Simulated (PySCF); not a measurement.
## Run report: SiHCl₃, saddle-point search (part 2 of 2)

The same run, continued: SiHCl₃; HF/DZP, RHF, sfX2C (PySCF 2.14.0). 

Geometry of the input (Å):
```
Cl 1.6736  -0.5671  0.8857
Si -0.0797  -0.0119  0.0738
Cl 0.0156  1.9169  -0.4854
Cl -0.4736  -1.1606  -1.5283
H  -1.1052  1.2604  0.6733
```

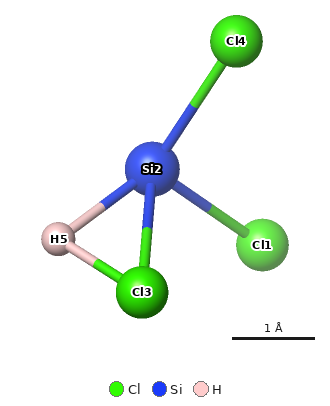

*The geometry at step 8 of the log (ball-and-stick view, seen at a tilt; atoms are numbered from 1 in the order of the input).*

Output, continued:
```
----------------------------------------------
cycle 10: E = -1672.60429839  dE = -0.00254226  norm(grad) = 0.0237975
Step    9 : Displace = 2.952e-02/5.571e-02 (rms/max) Trust = 3.000e-02 (=) Grad = 1.064e-02/1.840e-02 (rms/max) E (change) = -1672.6042983890 (-2.542e-03) Quality = 0.917
Hessian Eigenvalues:  -2.729e-01 -2.890e-08  1.503e-08  6.236e-08  1.147e-05  2.296e-05  5.246e-05
 5.247e-02  5.615e-02  1.465e-01  1.542e-01  2.239e-01    .....    2.447e-01  2.691e-01  5.555e-01

Geometry optimization cycle 11
Cartesian coordinates (Angstrom)
 Atom        New coordinates             dX        dY        dZ
  Cl   1.709979  -0.586006   0.875813   -0.005464 -0.013293  0.006602
  Si  -0.220039  -0.193813   0.243347    0.004482 -0.009594 -0.001614
  Cl  -0.078911   2.146610  -0.457696   -0.010019  0.055606 -0.004749
  Cl  -0.454315  -1.184328  -1.557426   -0.004009 -0.012884  0.008265
   H  -0.926003   1.255242   0.515040    0.015010 -0.019834 -0.008504
converged SCF energy = -1672.60591763083
--------------- DFsfX2C1eRHF_Scanner gradients ---------------
         x                y                z
0 Cl     0.0011062177    -0.0000193047     0.0001067945
1 Si    -0.0009878047     0.0089455676    -0.0013227389
2 Cl    -0.0020843242    -0.0103162438     0.0043896169
3 Cl     0.0000637731    -0.0003078983    -0.0010666447
4 H     0.0019021381     0.0016978792    -0.0021070277
----------------------------------------------
cycle 11: E = -1672.60591763  dE = -0.00161924  norm(grad) = 0.0150399
Step   10 : Displace = 3.005e-02/5.696e-02 (rms/max) Trust = 3.000e-02 (=) Grad = 6.726e-03/1.140e-02 (rms/max) E (change) = -1672.6059176308 (-1.619e-03) Quality = 0.934
Hessian Eigenvalues:  -2.738e-01 -2.890e-08  1.503e-08  6.236e-08  1.147e-05  2.296e-05  5.246e-05
 4.388e-02  5.247e-02  1.464e-01  1.542e-01  2.236e-01    .....    2.447e-01  2.691e-01  5.465e-01

Geometry optimization cycle 12
Cartesian coordinates (Angstrom)
 Atom        New coordinates             dX        dY        dZ
  Cl   1.704362  -0.600764   0.882391   -0.005617 -0.014757  0.006579
  Si  -0.212906  -0.203048   0.239286    0.007132 -0.009236 -0.004061
  Cl  -0.089993   2.202241  -0.461506   -0.011082  0.055630 -0.003810
  Cl  -0.457977  -1.198538  -1.548623   -0.003662 -0.014211  0.008803
   H  -0.912775   1.237815   0.507529    0.013229 -0.017427 -0.007511
converged SCF energy = -1672.60682696362
--------------- DFsfX2C1eRHF_Scanner gradients ---------------
         x                y                z
0 Cl     0.0003351432     0.0000904587    -0.0000787257
1 Si    -0.0004784177     0.0039742909    -0.0005521937
2 Cl    -0.0010144686    -0.0050893634     0.0021533009
3 Cl     0.0001033593     0.0000262152    -0.0003400229
4 H     0.0010543838     0.0009983986    -0.0011823587
----------------------------------------------
cycle 12: E = -1672.60682696  dE = -0.000909333  norm(grad) = 0.00718724
Step   11 : Displace = 3.001e-02/5.707e-02 (rms/max) Trust = 3.000e-02 (=) Grad = 3.214e-03/5.618e-03 (rms/max) E (change) = -1672.6068269636 (-9.093e-04) Quality = 0.922
Hessian Eigenvalues:  -2.740e-01 -2.890e-08  1.503e-08  6.236e-08  1.147e-05  2.297e-05  5.246e-05
 3.577e-02  5.247e-02  1.464e-01  1.542e-01  2.234e-01    .....    2.447e-01  2.688e-01  5.408e-01

Geometry optimization cycle 13
Cartesian coordinates (Angstrom)
 Atom        New coordinates             dX        dY        dZ
  Cl   1.700161  -0.615906   0.888846   -0.004202 -0.015142  0.006455
  Si  -0.205777  -0.211436   0.235014    0.007129 -0.008388 -0.004272
  Cl  -0.102059   2.253966  -0.463482   -0.012066  0.051725 -0.001976
  Cl  -0.461221  -1.213412  -1.541072   -0.003244 -0.014874  0.007551
   H  -0.900401   1.224496   0.499776    0.012374 -0.013319 -0.007753
converged SCF energy = -1672.60714932659
--------------- DFsfX2C1eRHF_Scanner gradients ---------------
         x                y                z
0 Cl    -0.0002214731     0.0001676428    -0.0001639027
1 Si    -0.0000032726     0.0005843666    -0.0001406532
2 Cl    -0.0000691965    -0.0010280431     0.0003143168
3 Cl     0.0000856145     0.0002527045     0.0001814403
4 H     0.0002083277     0.0000233292    -0.0001912013
----------------------------------------------
cycle 13: E = -1672.60714933  dE = -0.000322363  norm(grad) = 0.0013455
Step   12 : Displace = 2.804e-02/5.337e-02 (rms/max) Trust = 3.000e-02 (=) Grad = 6.017e-04/1.077e-03 (rms/max) E (change) = -1672.6071493266 (-3.224e-04) Quality = 0.843
Hessian Eigenvalues:  -2.743e-01 -2.890e-08  1.504e-08  6.236e-08  1.147e-05  2.300e-05  5.246e-05
 2.915e-02  5.247e-02  1.463e-01  1.542e-01  2.229e-01    .....    2.447e-01  2.672e-01  5.387e-01

Geometry optimization cycle 14
Cartesian coordinates (Angstrom)
 Atom        New coordinates             dX        dY        dZ
  Cl   1.700111  -0.621011   0.890484   -0.000050 -0.005105  0.001638
  Si  -0.202836  -0.212474   0.232648    0.002942 -0.001038 -0.002366
  Cl  -0.107258   2.268786  -0.462499   -0.005199  0.014820  0.000983
  Cl  -0.461599  -1.218607  -1.539805   -0.000378 -0.005195  0.001267
   H  -0.897788   1.221043   0.498298    0.002613 -0.003452 -0.001478
converged SCF energy = -1672.60716710626
--------------- DFsfX2C1eRHF_Scanner gradients ---------------
         x                y                z
0 Cl    -0.0000849269     0.0000664282    -0.0000590909
1 Si    -0.0000216035     0.0000501922     0.0000068571
2 Cl     0.0000319703    -0.0001258318     0.0000025390
3 Cl     0.0000286900     0.0000979918     0.0000688404
4 H     0.0000458700    -0.0000887803    -0.0000191456
----------------------------------------------
cycle 14: E = -1672.60716711  dE = -1.77797e-05  norm(grad) = 0.000246027
Step   13 : Displace = 8.225e-03/1.535e-02 (rms/max) Trust = 3.000e-02 (=) Grad = 1.100e-04/1.299e-04 (rms/max) E (change) = -1672.6071671063 (-1.778e-05) Quality = 0.853
Hessian Eigenvalues:  -2.746e-01 -2.887e-08  1.782e-08  6.238e-08  1.147e-05  3.878e-05  5.246e-05
 2.603e-02  5.247e-02  1.463e-01  1.542e-01  2.217e-01    .....    2.447e-01  2.652e-01  5.360e-01

Geometry optimization cycle 15
Cartesian coordinates (Angstrom)
 Atom        New coordinates             dX        dY        dZ
  Cl   1.705224  -0.618688   0.885515    0.005113  0.002323 -0.004969
  Si  -0.199452  -0.214304   0.230063    0.003383 -0.001830 -0.002585
  Cl  -0.117718   2.272745  -0.454156   -0.010460  0.003958  0.008342
  Cl  -0.456615  -1.216303  -1.544986    0.004985  0.002303 -0.005181
   H  -0.901120   1.214401   0.502876   -0.003332 -0.006642  0.004577
converged SCF energy = -1672.60716775924
--------------- DFsfX2C1eRHF_Scanner gradients ---------------
         x                y                z
0 Cl    -0.0000105715     0.0000131228    -0.0000092065
1 Si    -0.0000046807    -0.0000343985     0.0000126057
2 Cl     0.0000056359     0.0000053583    -0.0000063136
3 Cl     0.0000041938     0.0000172565     0.0000074709
4 H     0.0000054226    -0.0000013391    -0.0000045565
----------------------------------------------
cycle 15: E = -1672.60716776  dE = -6.52987e-07  norm(grad) = 4.75003e-05
Step   14 : Displace = 1.804e-03/3.111e-03 (rms/max) Trust = 3.000e-02 (=) Grad = 2.124e-05/3.693e-05 (rms/max) E (change) = -1672.6071677592 (-6.530e-07) Quality = 0.906
Hessian Eigenvalues:  -2.746e-01 -2.887e-08  1.772e-08  6.238e-08  1.147e-05  5.246e-05  2.510e-04
 2.599e-02  5.247e-02  1.463e-01  1.542e-01  2.214e-01    .....    2.447e-01  2.650e-01  5.358e-01

Geometry optimization cycle 16
Cartesian coordinates (Angstrom)
 Atom        New coordinates             dX        dY        dZ
  Cl   1.706132  -0.618210   0.884598    0.000908  0.000477 -0.000917
  Si  -0.198921  -0.214615   0.229640    0.000532 -0.000311 -0.000423
  Cl  -0.119505   2.273100  -0.452620   -0.001787  0.000356  0.001536
  Cl  -0.455625  -1.215791  -1.545982    0.000990  0.000512 -0.000996
   H  -0.901822   1.213390   0.503712   -0.000702 -0.001011  0.000836
converged SCF energy = -1672.60716776943
--------------- DFsfX2C1eRHF_Scanner gradients ---------------
         x                y                z
0 Cl    -0.0000020168     0.0000024905    -0.0000013172
1 Si     0.0000074353    -0.0000198824    -0.0000017165
2 Cl     0.0000065221     0.0000071892    -0.0000075613
3 Cl     0.0000003755     0.0000031583     0.0000013905
4 H    -0.0000123161     0.0000070444     0.0000092045
----------------------------------------------
cycle 16: E = -1672.60716777  dE = -1.01907e-08  norm(grad) = 3.02493e-05
```

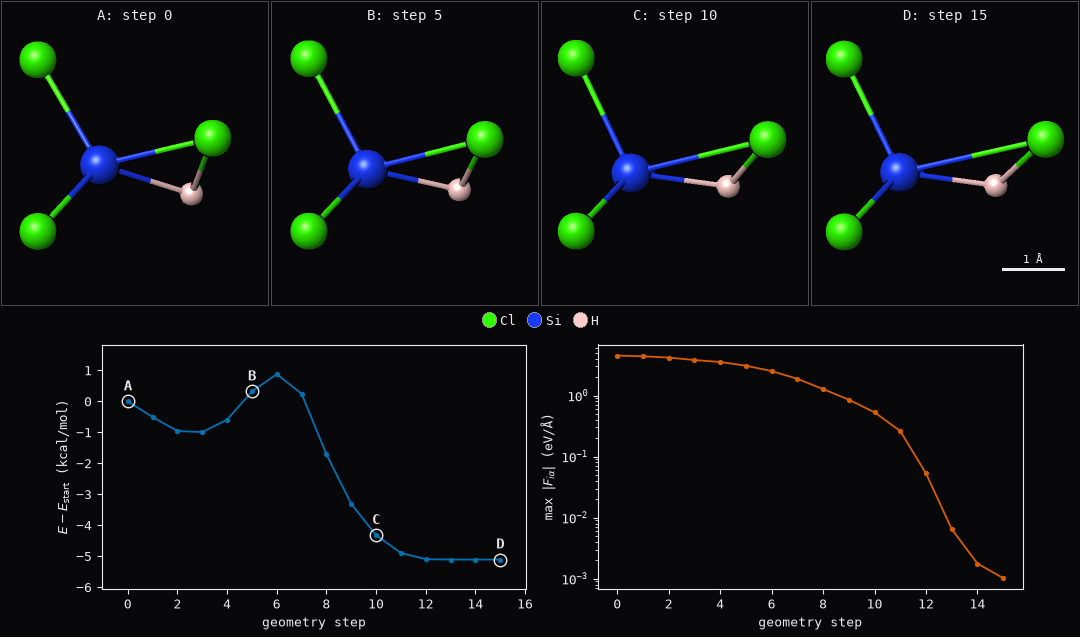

*Frames of the saddle-point search (ball-and-stick view, seen at a tilt) above the curves, on which the letters mark them (steps are counted from 0).*

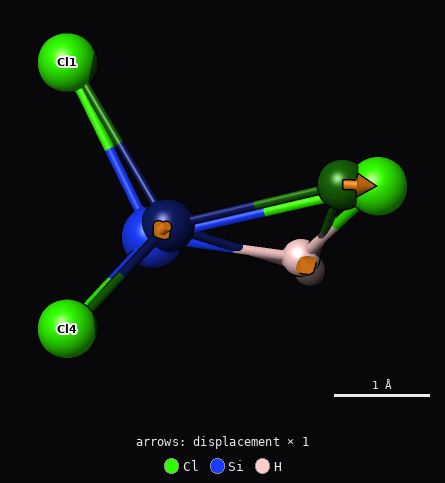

*Start (faint) and end (solid) with the displacements as orange arrows, at true length (ball-and-stick view, seen at a tilt). The two geometries are laid on each other by the best rigid fit.*

Over 15 geometry steps the energy falls by 5.11 kcal/mol. The largest force component goes from 4.5 to 0.001 eV/Å. The atom that moves furthest after the best rigid fit is Cl3 (0.38 Å). Largest moves by element: Cl 0.38 Å, Si 0.28 Å, H 0.27 Å. Among the contacts that change: Si2–Cl3 2.011 → 2.581 Å, Si2–H5 1.741 → 1.615 Å, Cl3–H5 1.741 → 1.628 Å, Cl1–Si2 2.010 → 2.055 Å. Among the angles that change: Si2–H5–Cl3 70.6° → 105.5°, Si2–Cl3–H5 54.7° → 37.1°, Cl3–Si2–H5 54.7° → 37.4°. (Atoms are counted from 1 in the order of the input.)

```
Step   15 : Displace = 1.836e-04/2.201e-04 (rms/max) Trust = 3.000e-02 (=) Grad = 1.353e-05/2.130e-05 (rms/max) E (change) = -1672.6071677694 (-1.019e-08) Quality = 0.983
Hessian Eigenvalues:  -2.746e-01 -2.887e-08  1.772e-08  6.238e-08  1.147e-05  5.246e-05  2.510e-04
 2.599e-02  5.247e-02  1.463e-01  1.542e-01  2.214e-01    .....    2.447e-01  2.650e-01  5.358e-01
Converged! =D

converged: True
Cl          1.70613215       -0.61821014        0.88459768
Si         -0.19892054       -0.21461527        0.22963991
Cl         -0.11950547        2.27310047       -0.45262023
Cl         -0.45562500       -1.21579117       -1.54598218
H          -0.90182228        1.21338988        0.50371161
converged SCF energy = -1672.60716776945
E(HF) = -1672.607167769
```

Trajectory as extended XYZ (Å, eV, eV/Å), 16 frames, from step=0 to step=15:
```
5
Properties=species:S:1:pos:R:3:forces:R:3 step=0 energy=-45513.73829
Cl    1.6736   -0.5671    0.8857    0.7577  -0.3987   0.4932
Si   -0.0797   -0.0119    0.0738   -2.7572   1.4014   2.1104
Cl    0.0156    1.9169   -0.4854    2.7604   4.1861  -3.4852
Cl   -0.4736   -1.1606   -1.5283   -0.2699  -0.6838  -0.6627
H    -1.1052    1.2604    0.6733   -0.4909  -4.5051   1.5444
5
Properties=species:S:1:pos:R:3:forces:R:3 step=1 energy=-45513.76015
Cl    1.6742   -0.5636    0.8855    0.7146  -0.3857   0.4738
Si   -0.0889   -0.0156    0.0829   -2.5745   1.3190   1.9680
Cl    0.0122    1.9185   -0.4828    2.7151   4.1180  -3.4281
Cl   -0.4741   -1.1574   -1.5298   -0.2606  -0.6562  -0.6232
H    -1.0927    1.2559    0.6633   -0.5946  -4.3951   1.6096
5
Properties=species:S:1:pos:R:3:forces:R:3 step=2 energy=-45513.77977
Cl    1.6755   -0.5585    0.8849    0.6462  -0.3635   0.4423
Si   -0.1032   -0.0221    0.0972   -2.2751   1.1575   1.7413
Cl    0.0068    1.9211   -0.4786    2.6330   4.0016  -3.3265
Cl   -0.4745   -1.1529   -1.5324   -0.2456  -0.6110  -0.5607
H    -1.0739    1.2501    0.6480   -0.7585  -4.1846   1.7036
5
Properties=species:S:1:pos:R:3:forces:R:3 step=3 energy=-45513.78110
Cl    1.6784   -0.5526    0.8835    0.5463  -0.3272   0.3937
Si   -0.1228   -0.0329    0.1173   -1.8458   0.8820   1.4269
Cl   -0.0010    1.9256   -0.4728    2.4865   3.8005  -3.1467
Cl   -0.4742   -1.1477   -1.5365   -0.2219  -0.5403  -0.4704
H    -1.0497    1.2452    0.6277   -0.9651  -3.8150   1.7965
5
Properties=species:S:1:pos:R:3:forces:R:3 step=4 energy=-45513.76372
Cl    1.6823   -0.5485    0.8816    0.4430  -0.2842   0.3392
Si   -0.1414   -0.0457    0.1369   -1.4347   0.5785   1.1356
Cl   -0.0089    1.9321   -0.4673    2.2967   3.5447  -2.9148
Cl   -0.4727   -1.1443   -1.5413   -0.1947  -0.4612  -0.3781
H    -1.0287    1.2442    0.6092   -1.1103  -3.3777   1.8181
5
Properties=species:S:1:pos:R:3:forces:R:3 step=5 energy=-45513.72431
Cl    1.6905   -0.5466    0.8774    0.3031  -0.2136   0.2528
Si   -0.1653   -0.0689    0.1639   -0.9542   0.1525   0.8126
Cl   -0.0205    1.9449   -0.4602    1.9252   3.0804  -2.4701
Cl   -0.4680   -1.1432   -1.5493   -0.1487  -0.3389  -0.2553
H    -1.0060    1.2516    0.5872   -1.1255  -2.6804   1.6601
5
Properties=species:S:1:pos:R:3:forces:R:3 step=6 energy=-45513.70007
Cl    1.7009   -0.5481    0.8716    0.1801  -0.1373   0.1609
Si   -0.1884   -0.0997    0.1920   -0.5841  -0.2931   0.5925
Cl   -0.0331    1.9636   -0.4536    1.4092   2.5137  -1.8716
Cl   -0.4605   -1.1456   -1.5585   -0.0962  -0.2140  -0.1497
H    -0.9884    1.2675    0.5676   -0.9090  -1.8693   1.2680
5
Properties=species:S:1:pos:R:3:forces:R:3 step=7 energy=-45513.72754
Cl    1.7121   -0.5530    0.8649    0.0870  -0.0694   0.0769
Si   -0.2092   -0.1376    0.2199   -0.3257  -0.6987   0.4621
Cl   -0.0464    1.9916   -0.4485    0.7856   1.8785  -1.1606
Cl   -0.4513   -1.1511   -1.5673   -0.0450  -0.1060  -0.0714
H    -0.9744    1.2879    0.5502   -0.5019  -1.0043   0.6931
5
Properties=species:S:1:pos:R:3:forces:R:3 step=8 energy=-45513.81242
Cl    1.7178   -0.5613    0.8634   -0.0045  -0.0242   0.0187
Si   -0.2230   -0.1701    0.2401   -0.1115  -0.8516   0.3089
Cl   -0.0587    2.0367   -0.4487    0.3205   1.2744  -0.5983
Cl   -0.4471   -1.1598   -1.5706   -0.0130  -0.0266   0.0092
H    -0.9584    1.2922    0.5348   -0.1914  -0.3720   0.2615
5
Properties=species:S:1:pos:R:3:forces:R:3 step=9 energy=-45513.88160
Cl    1.7154   -0.5727    0.8692   -0.0644  -0.0023  -0.0061
Si   -0.2245   -0.1842    0.2450    0.0209  -0.7101   0.1562
Cl   -0.0689    2.0910   -0.4529    0.1745   0.8554  -0.3654
Cl   -0.4503   -1.1714   -1.5657   -0.0031   0.0147   0.0629
H    -0.9410    1.2751    0.5235   -0.1279  -0.1577   0.1523
5
Properties=species:S:1:pos:R:3:forces:R:3 step=10 energy=-45513.92566
Cl    1.7100   -0.5860    0.8758   -0.0569   0.0010  -0.0055
Si   -0.2200   -0.1938    0.2433    0.0508  -0.4600   0.0680
Cl   -0.0789    2.1466   -0.4577    0.1072   0.5305  -0.2257
Cl   -0.4543   -1.1843   -1.5574   -0.0033   0.0158   0.0548
H    -0.9260    1.2552    0.5150   -0.0978  -0.0873   0.1083
5
Properties=species:S:1:pos:R:3:forces:R:3 step=11 energy=-45513.95041
Cl    1.7044   -0.6008    0.8824   -0.0172  -0.0047   0.0040
Si   -0.2129   -0.2030    0.2393    0.0246  -0.2044   0.0284
Cl   -0.0900    2.2022   -0.4615    0.0522   0.2617  -0.1107
Cl   -0.4580   -1.1985   -1.5486   -0.0053  -0.0013   0.0175
H    -0.9128    1.2378    0.5075   -0.0542  -0.0513   0.0608
5
Properties=species:S:1:pos:R:3:forces:R:3 step=12 energy=-45513.95918
Cl    1.7002   -0.6159    0.8888    0.0114  -0.0086   0.0084
Si   -0.2058   -0.2114    0.2350    0.0002  -0.0300   0.0072
Cl   -0.1021    2.2540   -0.4635    0.0036   0.0529  -0.0162
Cl   -0.4612   -1.2134   -1.5411   -0.0044  -0.0130  -0.0093
H    -0.9004    1.2245    0.4998   -0.0107  -0.0012   0.0098
5
Properties=species:S:1:pos:R:3:forces:R:3 step=13 energy=-45513.95966
Cl    1.7001   -0.6210    0.8905    0.0044  -0.0034   0.0030
Si   -0.2028   -0.2125    0.2326    0.0011  -0.0026  -0.0004
Cl   -0.1073    2.2688   -0.4625   -0.0016   0.0065  -0.0001
Cl   -0.4616   -1.2186   -1.5398   -0.0015  -0.0050  -0.0035
H    -0.8978    1.2210    0.4983   -0.0024   0.0046   0.0010
5
Properties=species:S:1:pos:R:3:forces:R:3 step=14 energy=-45513.95968
Cl    1.7052   -0.6187    0.8855    0.0005  -0.0007   0.0005
Si   -0.1995   -0.2143    0.2301    0.0002   0.0018  -0.0006
Cl   -0.1177    2.2727   -0.4542   -0.0003  -0.0003   0.0003
Cl   -0.4566   -1.2163   -1.5450   -0.0002  -0.0009  -0.0004
H    -0.9011    1.2144    0.5029   -0.0003   0.0001   0.0002
5
Properties=species:S:1:pos:R:3:forces:R:3 step=15 energy=-45513.95968
Cl    1.7061   -0.6182    0.8846    0.0001  -0.0001   0.0001
Si   -0.1989   -0.2146    0.2296   -0.0004   0.0010   0.0001
Cl   -0.1195    2.2731   -0.4526   -0.0003  -0.0004   0.0004
Cl   -0.4556   -1.2158   -1.5460    0.0000  -0.0002  -0.0001
H    -0.9018    1.2134    0.5037    0.0006  -0.0004  -0.0005
```

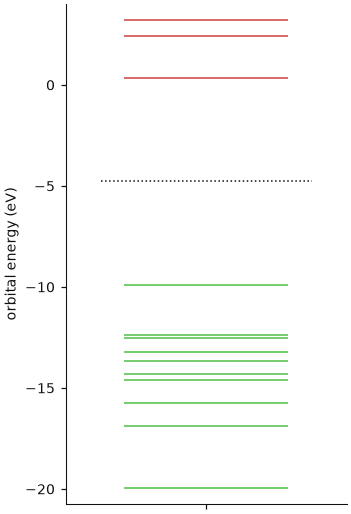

*Orbital energies near the frontier; the dotted line parts filled from empty levels, and levels within 0.02 eV of each other stand side by side.*

Highest filled −9.90 eV, lowest empty 0.36 eV, 10.26 eV apart.

Key numbers:

```tsv
quantity	value
outcome	converged
total energy	−1672.607168 hartree
basis functions	101
HOMO	−9.90 eV
LUMO	0.36 eV
dipole moment	2.78 D
wall time	2.8 min
peak memory	0.97 GiB
```
